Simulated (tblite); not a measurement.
# C4H11B2F: molecular dynamics

The run: molecular dynamics of C4H11B2F. Method and program: GFN2-xTB Langevin dynamics, gas phase (tblite 0.8.0).

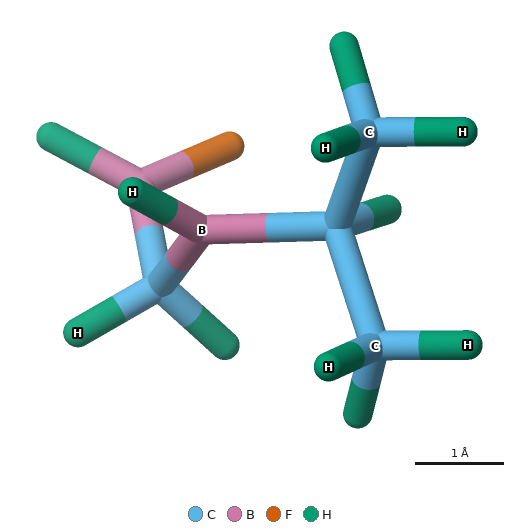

Figure 1. The input geometry (stick view, seen at a tilt).

## Results in brief

- outcome: finished
- mean temperature over the second half: 387 K
- trajectory: 41 frames kept, 1000 fs
- hardware: 1 CPU thread, shared host
- wall time: 9.4 s
- peak memory: 0.18 GiB

## Input file
```
{"job": {"kind": "md", "xc": "GFN2-xTB", "basis": "xTB", "temperature": 400, "steps": 2000, "every": 50}, "charge": 0, "multiplicity": 1}
C     -1.671256     1.056768     0.572683
C     -0.730940    -0.050533     0.084854
C     -1.563019    -1.151162    -0.601319
B      0.393509     0.453571    -0.913580
C      1.715827    -0.386670    -1.097775
B      2.818910     0.248908    -0.174926
F      2.886264    -0.120854     1.089636
H     -2.407233     0.661970     1.272073
H     -1.109221     1.841032     1.074737
H     -2.202078     1.501562    -0.266317
H     -0.271260    -0.510433     0.968009
H     -2.326058    -1.525894     0.078595
H     -0.934215    -1.984376    -0.906000
H     -2.058501    -0.754737    -1.485342
H      0.254176     1.444275    -1.524193
H      1.554410    -1.421784    -0.798342
H      2.042649    -0.354634    -2.135293
H      3.599275     1.059307    -0.513917
```

The first line tells a small driver script what to run in tblite; the rest is the geometry in Å.

Launch command:
```bash
OMP_NUM_THREADS=1 python <driver script> task.json out
```

## The program's output
```
t/fs     T/K      E/eV
    0.0   339.3   -582.47895
   25.0   264.3   -581.96451
   50.0   272.9   -581.75765
   75.0   361.4   -581.94562
  100.0   261.9   -581.67159
  125.0   354.2   -581.69098
  150.0   308.6   -581.71101
  175.0   372.6   -581.84850
  200.0   453.0   -581.91126
  225.0   368.5   -581.67710
  250.0   382.8   -581.75692
  275.0   415.0   -581.73980
  300.0   385.1   -581.52597
  325.0   401.4   -581.59435
  350.0   341.7   -581.88426
  375.0   227.2   -581.70843
  400.0   339.2   -582.02220
  425.0   294.0   -581.93127
  450.0   294.8   -582.09706
  475.0   217.7   -581.62397
  500.0   294.4   -581.93029
  525.0   262.9   -581.80298
  550.0   305.4   -581.78689
  575.0   324.1   -581.74033
  600.0   380.5   -581.83129
  625.0   349.3   -581.84211
  650.0   295.5   -581.75080
  675.0   303.4   -581.49645
  700.0   424.3   -581.75160
  725.0   336.5   -581.51256
  750.0   326.5   -581.45476
  775.0   345.5   -581.43331
  800.0   394.0   -581.65656
  825.0   481.3   -581.71556
  850.0   441.3   -581.55476
  875.0   579.7   -581.75235
  900.0   485.7   -581.44466
  925.0   351.2   -581.09146
  950.0   546.9   -581.56716
  975.0   493.5   -581.42032
 1000.0   395.0   -581.62407
```

## Trajectory as extended XYZ (Å, eV, eV/Å), 6 of the 41 frames kept, from step=0 to step=40
```
18
Properties=species:S:1:pos:R:3:forces:R:3 step=0 time_fs=0.0 energy=-582.47895 temperature=339.3
C    -1.6713    1.0568    0.5727    0.0023   0.0021  -0.0021
C    -0.7309   -0.0505    0.0849    0.0000   0.0002  -0.0004
C    -1.5630   -1.1512   -0.6013   -0.0020  -0.0013   0.0005
B     0.3935    0.4536   -0.9136    0.0023   0.0023   0.0004
C     1.7158   -0.3867   -1.0978   -0.0008   0.0031   0.0008
B     2.8189    0.2489   -0.1749    0.0053  -0.0005  -0.0065
F     2.8863   -0.1209    1.0896   -0.0080  -0.0036   0.0011
H    -2.4072    0.6620    1.2721    0.0050  -0.0032  -0.0063
H    -1.1092    1.8410    1.0747    0.0006  -0.0012   0.0045
H    -2.2021    1.5016   -0.2663    0.0013   0.0053   0.0038
H    -0.2713   -0.5104    0.9680    0.0015  -0.0001   0.0005
H    -2.3261   -1.5259    0.0786   -0.0011   0.0001  -0.0004
H    -0.9342   -1.9844   -0.9060   -0.0029   0.0027  -0.0005
H    -2.0585   -0.7547   -1.4853    0.0026  -0.0028   0.0001
H     0.2542    1.4443   -1.5242   -0.0042  -0.0067  -0.0009
H     1.5544   -1.4218   -0.7983    0.0002   0.0001   0.0060
H     2.0426   -0.3546   -2.1353    0.0047   0.0003   0.0004
H     3.5993    1.0593   -0.5139   -0.0066   0.0033  -0.0012
18
Properties=species:S:1:pos:R:3:forces:R:3 step=8 time_fs=200.0 energy=-581.91126 temperature=453.0
C    -1.4721    0.1031    1.3790    0.8814   0.9596   0.4439
C    -0.6406   -0.5827    0.2686    0.4155   0.7211   0.9617
C    -1.5853   -1.4353   -0.5786   -0.4965   0.7085   0.6068
B     0.1758    0.4738   -0.6819    0.3180  -1.2831   0.7603
C     1.3991   -0.0690   -1.4938    1.3307  -1.2350   0.4321
B     2.7005    0.0490   -0.5168   -0.5252   0.3884   0.4747
F     2.6154   -0.5786    0.6656    0.3876   0.4174  -0.9045
H    -2.0347   -0.5822    2.0117    0.2185  -0.0417  -0.1620
H    -0.8942    0.8136    2.0299    0.0987  -1.1184  -0.3395
H    -2.1273    0.7966    0.9240   -1.2383   0.4048  -0.6598
H     0.0997   -1.1910    0.8548   -0.4801   0.0398  -0.8656
H    -2.3661   -1.9401   -0.0370   -0.2601   0.0073   0.7243
H    -1.0761   -2.1902   -1.0672    1.2713  -1.4229  -1.1322
H    -2.0847   -0.8401   -1.3203   -0.1763   0.4682  -0.3309
H     0.1070    1.6073   -0.5380   -0.4015   0.6676  -0.0853
H     1.3720   -1.1713   -1.6826   -0.3337   0.6147   0.1651
H     1.6889    0.3716   -2.4334   -0.3178   0.4651  -0.2474
H     3.6623    0.7767   -0.7036   -0.6922  -0.7614   0.1585
18
Properties=species:S:1:pos:R:3:forces:R:3 step=16 time_fs=400.0 energy=-582.02220 temperature=339.2
C    -0.6409   -0.4558    1.4528   -0.9720   0.3471  -1.0629
C    -0.2099   -1.0068    0.0782    1.3795   0.5121   0.2286
C    -1.4333   -1.2835   -0.7815   -0.2161  -2.0249   0.0637
B     0.5741    0.1205   -0.7661    0.8135  -0.2051  -0.1356
C     2.0359   -0.2953   -1.3634   -1.4057  -0.1983   1.2743
B     2.9062    0.1334   -0.1231   -0.0131  -0.0787  -0.5903
F     2.8754   -0.6053    0.9613    0.0784  -0.2089   0.2706
H    -1.0837   -1.3099    1.9775    0.0906   0.7311   0.3577
H     0.1255    0.0890    1.9806    0.4573  -0.5764   0.2832
H    -1.3698    0.3388    1.2119   -0.2136  -0.5329   0.4616
H     0.4127   -1.9363    0.3045   -0.8363   0.9483  -0.6204
H    -2.2509   -1.7401   -0.2188    0.1373  -0.1875   0.2376
H    -1.1875   -1.9989   -1.5890   -0.0617   0.4612   0.2497
H    -1.8550   -0.4119   -1.1999   -0.1539   1.0411  -0.5330
H     0.1660    1.2305   -0.9563    0.0467  -0.6705   0.2115
H     1.9469   -1.3763   -1.5112    0.4596   0.2419  -0.0239
H     2.2399    0.2142   -2.2703    0.3665   0.3337  -0.6460
H     3.5411    1.1164   -0.0552    0.0432   0.0665  -0.0266
18
Properties=species:S:1:pos:R:3:forces:R:3 step=24 time_fs=600.0 energy=-581.83129 temperature=380.5
C    -0.8330   -0.1559    1.0174    1.2669   0.4275  -0.2414
C    -0.3783   -1.1717   -0.0854   -0.7541   0.6742   1.0409
C    -1.6221   -1.8674   -0.6591   -1.4314   1.8845   1.0669
B     0.4977   -0.4871   -1.1471    0.2115  -0.2841  -0.3473
C     1.8042    0.3966   -0.9505    0.1636  -1.4842   0.9966
B     2.6348    0.5372    0.4059   -1.0546  -0.4337  -0.7583
F     3.1699   -0.5704    0.8747    0.2863  -0.1043   0.1592
H    -1.4424   -0.6399    1.7648   -0.3165   0.1359   0.0022
H     0.0403    0.2951    1.5217   -0.0236  -0.6088  -0.0250
H    -1.2759    0.7455    0.5797   -0.5833  -0.6188  -0.0473
H     0.2532   -1.9332    0.3862   -0.1763  -0.0492   0.2479
H    -2.3052   -2.0187    0.1747   -0.0395  -0.5147   0.2503
H    -1.4217   -2.7852   -1.1047    0.4264  -1.2996  -0.8539
H    -2.2663   -1.2356   -1.3183    1.0306  -0.2621   0.0634
H     0.1452   -0.8324   -2.2026    0.3681   0.4435  -0.6441
H     2.3922   -0.1358   -1.6889    0.6811   0.1917  -0.1870
H     1.5224    1.3134   -1.3532   -0.1527   1.7257  -0.7677
H     2.7414    1.4951    1.0627    0.0976   0.1764   0.0445
18
Properties=species:S:1:pos:R:3:forces:R:3 step=32 time_fs=800.0 energy=-581.65656 temperature=394.0
C    -0.6710    0.0056    0.8854   -1.5254  -0.2193   0.0093
C    -0.3605   -1.1210   -0.1196    0.3860  -0.2588   1.0273
C    -1.6551   -1.6111   -0.7236    0.9516  -1.9797   0.5817
B     0.7256   -0.7995   -1.1834    0.3215  -0.5014  -0.2555
C     1.9729    0.1250   -0.8353   -1.9243   0.9598  -1.0638
B     2.6326    0.0097    0.5752   -0.2574   1.0384  -0.6569
F     3.4045   -0.9889    0.8517    0.6144  -1.0013   0.2042
H    -1.2024   -0.4378    1.8148    0.5313   1.1267  -1.5908
H     0.1949    0.5429    1.1870    0.7833  -0.0269   0.5196
H    -1.2589    0.8040    0.3110    0.1506  -1.2578   1.0968
H     0.0340   -2.0424    0.4152   -0.0731   0.9513  -0.1237
H    -2.2434   -1.9980    0.0589   -1.0120  -0.4801   1.1162
H    -1.4955   -2.4547   -1.3873    0.1924  -0.0052  -0.3014
H    -2.2141   -0.9041   -1.1993   -1.1621   2.0596  -1.3836
H     0.4295   -1.3376   -2.1921    0.7709   0.4017  -0.2472
H     2.6160    0.2249   -1.7068    0.4721  -0.3985   0.2720
H     1.3217    1.0637   -0.9384    0.8814  -0.5397   0.4838
H     2.5822    0.8476    1.3865   -0.1012   0.1313   0.3119
18
Properties=species:S:1:pos:R:3:forces:R:3 step=40 time_fs=1000.0 energy=-581.62407 temperature=395.0
C    -0.7609    0.0613    1.0582   -0.4537  -2.0330  -1.0313
C    -0.3152   -0.9357   -0.0896   -0.0658  -0.4277   0.5222
C    -1.4994   -1.5547   -0.8235   -0.2756   0.6545  -0.5562
B     0.9019   -0.6478   -1.0252    0.0730   1.9867   1.3643
C     2.0538    0.3284   -0.4906    0.1438   0.2419   0.0081
B     3.3722   -0.4432   -0.1336   -0.1051  -0.5559  -1.4457
F     3.2189   -1.6660    0.3492    0.3233   0.0227   0.5178
H    -1.6808   -0.3868    1.4860    0.2570   0.8559  -0.3419
H    -0.0212   -0.0678    1.7892    1.0113   0.1485   1.2497
H    -0.8025    1.0962    0.8113   -0.5102   0.4269  -0.4651
H     0.0566   -1.7513    0.4978    0.6730  -0.8853   0.5849
H    -2.2284   -2.0051   -0.1775   -0.1264  -0.4291   0.5061
H    -1.2597   -2.2725   -1.6348    0.0765   0.6694   0.6003
H    -1.9661   -0.6647   -1.1973   -0.7374   0.1362  -0.9814
H     0.8322   -0.8159   -2.1231    0.0903  -0.6986  -1.6147
H     2.2858    1.1668   -1.1641   -0.1483  -0.4000   0.0090
H     1.6704    0.7830    0.4078   -0.0994   0.2298   0.4577
H     4.4124   -0.2309   -0.6805   -0.1266   0.0572   0.6163
```

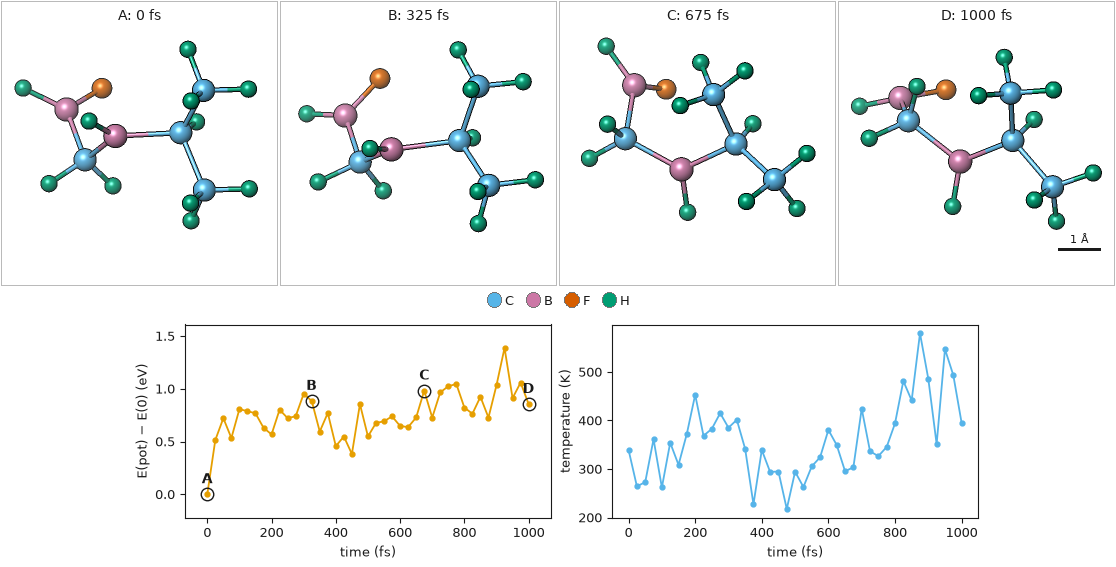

Figure 2. Frames of the molecular dynamics (ball-and-stick, seen at a tilt) above the curves, on which the letters mark them. The trajectory kept here has 41 frames over 1000 fs. The temperature starts at 339 K, ranges from 218 to 580 K and averages 387 K over the second half. The potential energy ends 0.855 eV above its first value. After an unweighted best fit of the last frame on the first, the root-mean-square displacement is 1.24 Å, and H15 has moved furthest (2.75 Å).
